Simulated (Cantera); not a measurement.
Input: 1 mol Si2Cl6, 6.4 mol N2, 26 mol NH3, equilibrated at 13.3 mbar.

Method: chemical equilibrium by Gibbs-energy minimisation in Cantera with the NASA 1993 tables (ideal gas, pure condensed phases). Candidate condensed phases: NH4Cl, Si, Si3N4; 28 gas species. The feed counts by its element totals alone. The tables' values for SiCl, SiCl3, SiN are old estimates; treat these amounts as uncertain. Gases not in the tables: Si2H6 and higher silanes. Kinetics and transport are ignored.

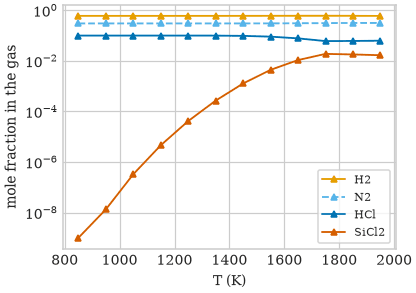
Equilibrium gas composition (values under 1e-9 drawn at 1e-9)

From 850 K to 1750 K the condensed part is Si3N4(s). From 1850 K to 1950 K the condensed part is Si(l). The main Si-bearing gas is SiCl4 at 850 K and SiCl2 at 1950 K.
